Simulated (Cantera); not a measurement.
Charge: 1 mol Si, 3.3 mol NF₃, a varied amount of N₂, equilibrated at 873 K and 49000 Pa.

Method: chemical equilibrium by Gibbs-energy minimisation in Cantera with the NASA 1993 tables (ideal gas, pure condensed phases). Candidate condensed phases: Si, Si₃N₄; 16 gas species. The numbers say what is thermodynamically allowed, not how fast it happens.

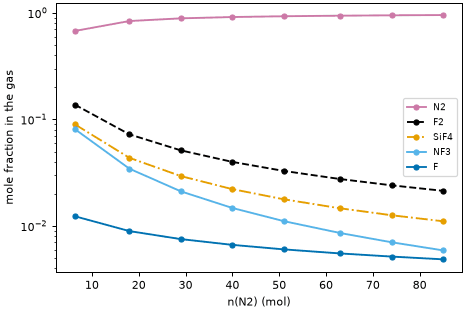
*Equilibrium gas composition (values under 1e-9 drawn at 1e-9)*

From 6.3 mol N₂ to 85 mol N₂ nothing is condensed. The main Si-bearing gas is SiF₄ throughout.
